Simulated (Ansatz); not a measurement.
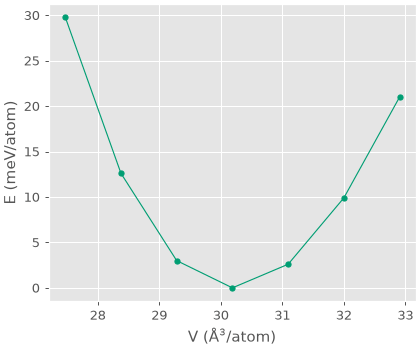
Fig. 1. SnGe in space group P4_2/mmc (No. 131; Sn on 2c, Ge on 2e) under volume change, plane-wave PAW PBE (Ansatz code), shape and atoms relaxed at each volume.

Task: What does a third-order Birch–Murnaghan fit give for V₀, B₀ and B′?

Result: V₀ = 30.19 Å³/atom, B₀ = 32.3 GPa, B′ = 4.8.

A made-up cell: these elements were put on the sites of a structure type; neither database checked (COD, Materials Project) lists it. Whether it is the stable phase at ambient conditions was not checked. The PBE relaxation kept the symmetry of its start; its stability against distortions is not shown here. Spin–orbit coupling is left out wherever it is not named.

Potentials: the later of the program's two PAW sets.
